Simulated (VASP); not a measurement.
Given:

```
CELL_PARAMETERS angstrom
      2.70804     0.00000     0.00000
      0.00000     2.70804     0.00000
      0.00000     0.00000     3.73816
ATOMIC_POSITIONS crystal
  Fe 0.00000 0.00000 0.00000
  Pt 0.50000 0.50000 0.50000
```
Starting moments (μB, in the order of the record's atoms Fe Pt): 2.9 0.3.

Computed with optB86b-vdW, VASP's PBE PAW potentials (set 64) (plane waves; VASP). Numerical set-up: 520 eV cut-off, 15×15×11 Γ-centred mesh, tetrahedra with Blöchl corrections, potentials Fe Pt.

Unless said otherwise, spin-orbit coupling is left out, though it shifts the bands of the heavy elements here.

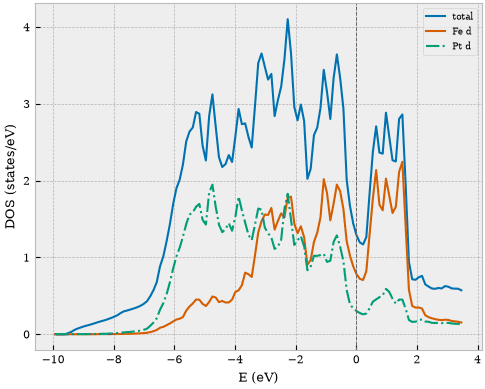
Figure. Total and projected density of states, zero at the Fermi level

Within 2 eV below the Fermi level the largest weight inside VASP's projection spheres is Fe d, then Pt d.

It has no gap at this level: it comes out as a metal or semimetal.

The compound is FePt in the L1_0 structure. It was relaxed first.
